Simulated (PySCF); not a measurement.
**HBS (hydrogen boron sulfide): levels of theory compared**

We compute a comparison of 6 runs (B2PLYP/STO-6G, PBE0/STO-6G, SVWN5/STO-6G, UPBE0/STO-6G, wB97X-V/STO-6G, QCISD(T)/STO-6G) of HBS (hydrogen boron sulfide). 

The calculation is run with PySCF 2.14.0.

9 further runs of the same task are left out: 9 set aside as unsound or not needed.

## Step 1: Starting point

HBS: 3 atoms, total charge 0, spin state singlet. As SMILES, `B=S`. The B1–H3 distance was set to 1.410 Å, away from the relaxed value.

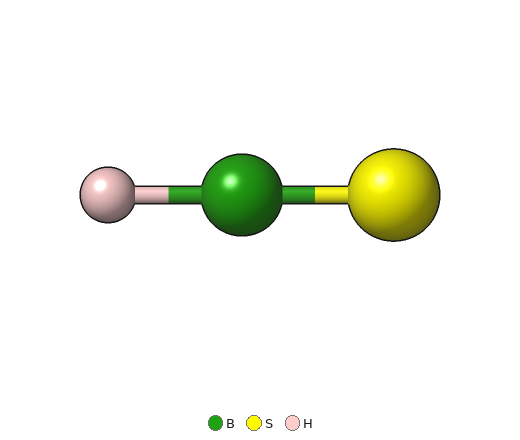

Viewed from a chosen angle; boron green, sulfur yellow, hydrogen pink.

## Step 2: A single-point energy at B2PLYP/STO-6G (run 1)

File run.py:

```python
from pyscf import gto, dft, mp

mol = gto.Mole()
mol.atom = [
    ('B', (0.025698, 0.009140, -0.089964)),
    ('S', (0.463528, 0.171340, -1.618004)),
    ('H', (-0.360510, -0.133080, 1.258530)),
]
mol.max_memory = 1860
mol.charge = 0
mol.verbose = 3
mol.basis = 'sto-6g'
mol.build()

mf = dft.RKS(mol, xc='0.53*HF + 0.47*B88, 0.73*LYP')
mf.conv_tol = 1e-10
mf.grids.level = 5
mf.kernel()
if not mf.converged:
    mf = mf.newton().run(mf.mo_coeff, mf.mo_occ)

pt = mp.MP2(mf, frozen=6).run()
e_tot = mf.e_tot + 0.27 * pt.e_corr
print('PT2 part  %.8f' % (0.27 * pt.e_corr))
print('E = %.10f Eh' % e_tot)
```

Command:

```bash
$ OMP_NUM_THREADS=1 python run.py
```

Output:

```text
converged SCF energy = -421.919140276478
E(RMP2) = -422.073332287131  E_corr = -0.15419201065305
E(SCS-RMP2) = -422.073563390407  E_corr = -0.154423113928459
PT2 part  -0.04163184
E = -421.9607721194 Eh
```

It took 2 s on 1 thread of Arm Neoverse V1, shared host; peak memory 0.17 GiB.

## Step 3: The energy at PBE0/STO-6G (run 2)

File calc.py:

```python
from pyscf import gto, dft

mol = gto.M(
    atom='B 0.025698 0.009140 -0.089964; S 0.463528 0.171340 -1.618004; H -0.360510 -0.133080 1.258530',
    verbose=3,
    charge=0,
    basis='sto-6g',
    max_memory=1860,
)

calc0 = dft.RKS(mol, xc='pbe0')
calc0.grids.level = 5
calc0.conv_tol = 1e-10
calc0.kernel()
if not calc0.converged:
    calc0 = calc0.newton().run(calc0.mo_coeff, calc0.mo_occ)

e_tot = calc0.e_tot
print('Final energy', e_tot)
```

Command:

```bash
$ OMP_NUM_THREADS=1 python calc.py
```

Output:

```text
converged SCF energy = -421.991681842329
Final energy -421.99168184232866
```

Run time: 1.9 s. Hardware: 1 thread of Arm Neoverse V1, shared host; peak memory 0.17 GiB.

Runs 3 to 5 aren't shown in full; the table further down has their settings and results.

## Step 4: A single-point energy at QCISD(T)/STO-6G (run 6)

File run.py:

```python
from pyscf import gto, scf, cc

mol = gto.Mole()
mol.atom = '''
B    0.025698   0.009140  -0.089964
S    0.463528   0.171340  -1.618004
H   -0.360510  -0.133080   1.258530
'''
mol.basis = 'sto-6g'
mol.charge = 0
mol.verbose = 3
mol.max_memory = 1860
mol.build()

mf = scf.RHF(mol)
mf.conv_tol = 1e-10
mf.kernel()
if not mf.converged:
    mf = mf.newton().run(mf.mo_coeff, mf.mo_occ)

mycc = cc.QCISD(mf, frozen=6)
mycc.kernel()
e_t = mycc.qcisd_t()
etot = mycc.e_tot + e_t
print('E = %.10f Eh' % etot)
```

Command:

```bash
$ OMP_NUM_THREADS=1 python run.py
```

Output:

```text
converged SCF energy = -421.329658616542
E(QCISD) = -421.4573665486189  E_corr = -0.127707932076415
QCISD(T) correction = -0.00277982090633736
E = -421.4601463695 Eh
```

Run time: 0.85 s. Hardware: 1 thread of Arm Neoverse V1, shared host; peak memory 0.1 GiB.

## Step 5: The series

```csv
run,level,frozen core orbitals,follow instability,energy (Eh),dipole moment (D) of the reference,HOMO energy (eV),LUMO energy (eV),wall time
1,B2PLYP/STO-6G,6,–,-421.960772,0.58,-6.46,4.85,2 s
2,PBE0/STO-6G,–,–,-421.991682,0.38,-5.65,3.12,1.9 s
3,SVWN5/STO-6G,–,–,-420.455957,0.20,-4.52,1.90,1.6 s
4,UPBE0/STO-6G,–,yes,-421.991682,0.38,-5.65,3.12,7.2 s
5,wB97X-V/STO-6G,–,–,-422.098239,0.50,-7.98,5.62,9 s
6,QCISD(T)/STO-6G,6,–,-421.460146,1.02,-7.95,7.78,0.85 s
```

## Step 6: Results

```
                                          quantity          value
                               run 6: total energy  -421.46015 Eh
       run 6: dipole moment (Hartree–Fock density)         1.02 D
        run 6: HOMO energy (Hartree–Fock orbitals)       -7.95 eV
        run 6: LUMO energy (Hartree–Fock orbitals)        7.78 eV
      run 6: HOMO–LUMO gap (Hartree–Fock orbitals)       15.74 eV
run 6: correlation energy (6 core orbitals frozen)     -130.5 mEh
                             run 6: (T) correction      -2.78 mEh
                              run 6: T1 diagnostic          0.034
```

In words: Over runs 1, 2, 3, 4, 5 the dipole moment (its size) runs from 0.20 D (SVWN5/STO-6G) to 0.58 D (B2PLYP/STO-6G). A double hybrid's value is that of its SCF part. Over runs 1, 2, 3, 4, 5 the HOMO–LUMO gap runs from 6.41 eV (SVWN5/STO-6G) to 13.60 eV (wB97X-V/STO-6G). Totals of different functionals can't be ranked against each other. In run 6 the T1 diagnostic is large, so a single reference may not serve. In runs 1, 2, 3, 4, 5, 6 the basis is minimal, so the values are rough. All runs together took 23 s, the longest 9 s.
